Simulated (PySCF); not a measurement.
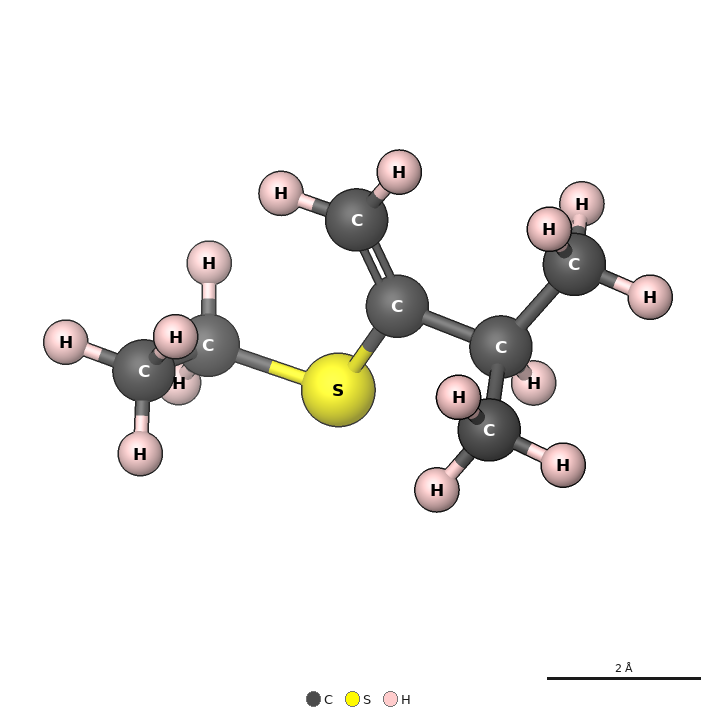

Depth is shown by fading: the farther an atom, the more it takes the colour of the background. The computed structure is the end point of a PBE0-D3(BJ)/def2-SVP optimisation. No frequency run is at hand to confirm it as a minimum. Masses are those of the most abundant isotopes; constants are for the rigid equilibrium geometry.

### What kind of rotor is it, and what are its rotational constants in cm⁻¹?

An asymmetric top (C1): A = 0.101, B = 0.0318, C = 0.0300 cm⁻¹. Ray's parameter κ is −0.95, close to the prolate limit.
